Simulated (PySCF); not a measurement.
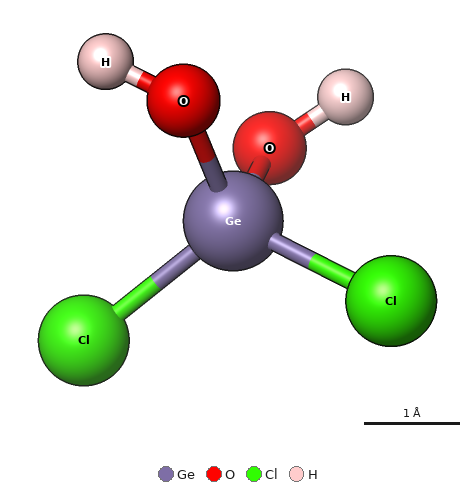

*The input geometry (ball-and-stick view, seen at a tilt). Sticks mark near contacts.*

Bond lengths as drawn: Cl–Ge 2.06 to 2.07 Å, Ge–O 1.75 to 1.78 Å and H–O 0.93 to 0.96 Å.

## Geometry relaxation, with input and output: GeH$_{2}$Cl$_{2}$O$_{2}$

- system: GeH$_{2}$Cl$_{2}$O$_{2}$, SMILES [OH][Ge]([OH])([Cl])[Cl]
- method: PBE0-D3(BJ)/def2-SVP geometry optimisation, gas phase (PySCF 2.14.0)

### Input file
```
{"job": {"xc": "PBE0", "basis": "def2-SVP", "d3": "d3bj", "grid": 2, "kind": "geom", "shake": 0.01}, "charge": 0, "multiplicity": 1}
Ge     0.103324    -0.401473     0.111288
O      1.053572     0.594297    -0.961683
O     -1.321825     0.541365     0.625103
Cl    -0.471185    -1.998810    -1.064972
Cl     1.113159    -0.824589     1.853802
H      1.534969     1.338237    -0.581247
H     -1.981395     0.716970    -0.005140
```

The first line tells a small driver script what to run in PySCF; the rest is the geometry in Å.

Hardware: 1 CPU thread, shared host.

Run as:
```bash
OMP_NUM_THREADS=1 python <driver script> task.json out
```

### What the program printed
```
step   0  E = -3147.80313290  max force = 0.044489
step   1  E = -3147.80849615  max force = 0.025202
step   2  E = -3147.81007819  max force = 0.005112
step   3  E = -3147.81030198  max force = 0.001530
step   4  E = -3147.81032237  max force = 0.000196
step   5  E = -3147.81032346  max force = 0.000159
optimisation converged
```

### Trajectory as extended XYZ (Å, eV, eV/Å), 6 frames, from step=0 to step=5
```
7
Properties=species:S:1:pos:R:3:forces:R:3 step=0 energy=-85656.08616
Ge    0.1033   -0.4015    0.1113   -1.3346   2.2877  -0.4315
O     1.0536    0.5943   -0.9617    0.3447   0.0168  -0.3537
O    -1.3218    0.5414    0.6251    2.0104  -0.8331   1.6119
Cl   -0.4712   -1.9988   -1.0650   -0.2674  -1.1229  -0.5791
Cl    1.1132   -0.8246    1.8538    0.6619  -0.4555   1.1588
H     1.5350    1.3382   -0.5813   -0.1251  -0.1228   0.1650
H    -1.9814    0.7170   -0.0051   -1.2899   0.2298  -1.5713
7
Properties=species:S:1:pos:R:3:forces:R:3 step=1 energy=-85656.23211
Ge    0.0220   -0.2341    0.1053    1.2564  -1.2960  -0.1830
O     1.0142    0.7457   -0.9625   -0.1402  -0.0644   0.1180
O    -1.3884    0.5379    0.6919   -1.0524   0.6192   0.2094
Cl   -0.5007   -1.9959   -1.0338    0.1413   0.4876   0.2363
Cl    1.1233   -0.7975    1.8794   -0.2453   0.1871  -0.4751
H     1.4770    1.4337   -0.4686    0.0553   0.0418  -0.0219
H    -2.0504    0.6626   -0.0017   -0.0152   0.0246   0.1163
7
Properties=species:S:1:pos:R:3:forces:R:3 step=2 energy=-85656.27515
Ge    0.0335   -0.2525    0.1075   -0.1259  -0.2629   0.1227
O     1.0182    0.7323   -0.9560   -0.0402   0.0443   0.0662
O    -1.4175    0.5515    0.6945    0.1969  -0.0481  -0.0511
Cl   -0.4727   -1.9889   -1.0396    0.0438   0.2159   0.1140
Cl    1.1355   -0.7943    1.8632   -0.1469   0.0980  -0.2037
H     1.4866    1.4232   -0.4699    0.0086  -0.0056  -0.0345
H    -2.0867    0.6811    0.0102    0.0638  -0.0416  -0.0135
7
Properties=species:S:1:pos:R:3:forces:R:3 step=3 energy=-85656.28125
Ge    0.0330   -0.2598    0.1102   -0.0475  -0.0787   0.0549
O     1.0102    0.7332   -0.9511    0.0007   0.0400   0.0097
O    -1.4089    0.5506    0.6957    0.0725  -0.0098  -0.0071
Cl   -0.4780   -1.9799   -1.0389    0.0068   0.0542   0.0196
Cl    1.1298   -0.7911    1.8584   -0.0354   0.0230  -0.0424
H     1.4826    1.4244   -0.4698   -0.0036  -0.0145  -0.0182
H    -2.0717    0.6748    0.0054    0.0063  -0.0143  -0.0166
7
Properties=species:S:1:pos:R:3:forces:R:3 step=4 energy=-85656.28180
Ge    0.0330   -0.2629    0.1124    0.0059   0.0005   0.0075
O     1.0066    0.7342   -0.9495   -0.0039   0.0030  -0.0044
O    -1.4044    0.5513    0.6964    0.0009   0.0101   0.0024
Cl   -0.4824   -1.9747   -1.0403   -0.0034  -0.0039  -0.0092
Cl    1.1274   -0.7916    1.8586    0.0024  -0.0030   0.0061
H     1.4816    1.4246   -0.4707    0.0020  -0.0020   0.0006
H    -2.0650    0.6714    0.0031   -0.0039  -0.0047  -0.0030
7
Properties=species:S:1:pos:R:3:forces:R:3 step=5 energy=-85656.28183
Ge    0.0331   -0.2629    0.1129    0.0048   0.0027   0.0027
O     1.0064    0.7342   -0.9494   -0.0024   0.0003  -0.0015
O    -1.4038    0.5525    0.6966   -0.0015   0.0082   0.0003
Cl   -0.4839   -1.9733   -1.0415   -0.0024  -0.0034  -0.0056
Cl    1.1272   -0.7926    1.8590    0.0012  -0.0025   0.0027
H     1.4828    1.4238   -0.4708    0.0024  -0.0010   0.0010
H    -2.0648    0.6706    0.0032   -0.0021  -0.0043   0.0004
```

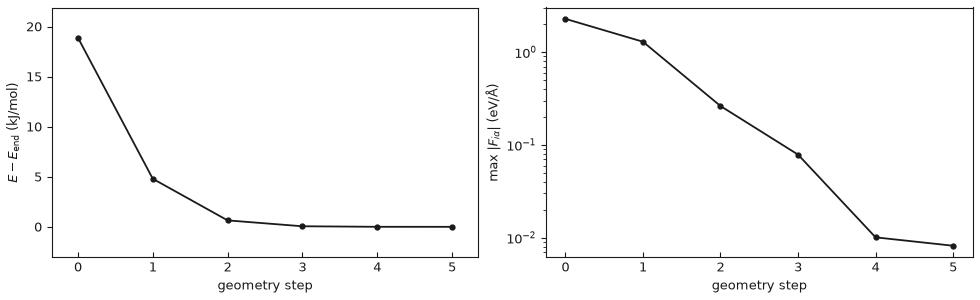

*Progress of the relaxation, step by step (steps are counted from 0).*

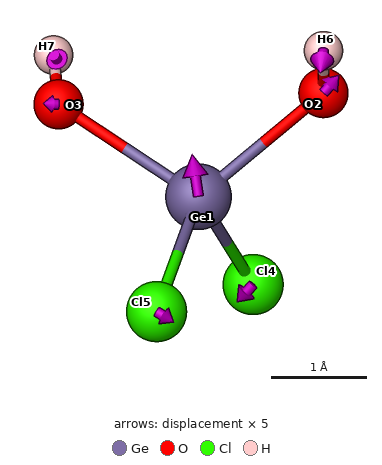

*The starting structure with the displacements as pink arrows, magnified 5 times (ball-and-stick view, seen at a tilt). The two geometries are laid on each other by the best rigid fit.*

The largest move after the best rigid fit is that of Ge1, 0.092 Å. By element the largest moves are Ge 0.092 Å, H 0.066 Å, Cl 0.054 Å, O 0.052 Å. Among the contacts that change: Ge1–Cl5 2.058 → 2.128 Å, Ge1–Cl4 2.065 → 2.127 Å, O3–H7 0.929 → 0.965 Å, Ge1–O3 1.784 → 1.752 Å. Among the angles that change: Ge1–O3–H7 118.1° → 112.3°, Cl4–Ge1–Cl5 117.4° → 111.7°, O2–Ge1–O3 108.1° → 113.1°. The energy falls by 18.9 kJ/mol in 5 geometry steps. The largest force component goes from 2.3 to 0.0082 eV/Å. (Atoms are counted from 1 in the order of the input.)

### Key numbers

```tsv
quantity	value
outcome	converged
total energy	−3147.810323 hartree
dipole moment	1.79 D
point group	C2
wall time	66 s
peak memory	0.53 GiB
```
